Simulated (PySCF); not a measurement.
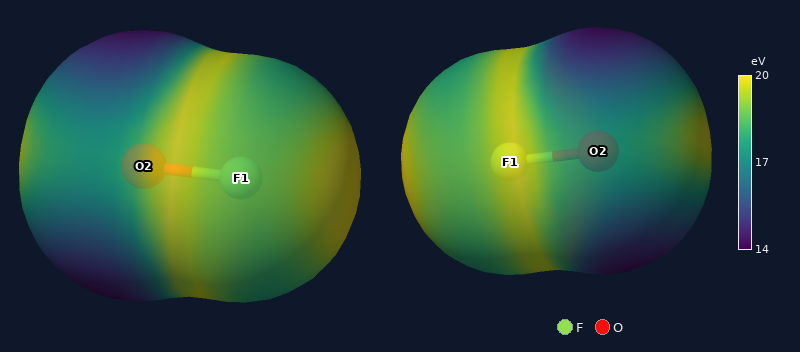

*FO, doublet, SMILES `F[O]`. Average local ionisation energy on the surface of electron density 0.001 a.u. (back view left, front view right).*

Method: ωB97X/def2-SVP; geometry: GFN2-xTB; program: PySCF. No frequency check shows the geometry to be a minimum. The stability of the open-shell solution wasn't checked. GFN2-xTB doesn't know the spin state, so this open-shell geometry is rough.

Coordinates in Å:

```
F1       0.6109    0.0000    0.0000
O2      -0.6873    0.0000    0.0000
```

Locate the minima of the map.

The lowest value is 14.3 eV, 1.7 Å from O2, and at like points elsewhere. Further minima include 17.8 eV, 1.6 Å from F1, and at like points elsewhere. For comparison, the highest occupied orbital lies at −11.3 eV.

What volume does the surface enclose, and what is the dipole moment?

About 28 Å³; the dipole moment is 0.1 D.

Cost of the run: 2 s on 1 thread of Arm Neoverse V2, with other jobs on the host, peak memory 0.17 GiB.
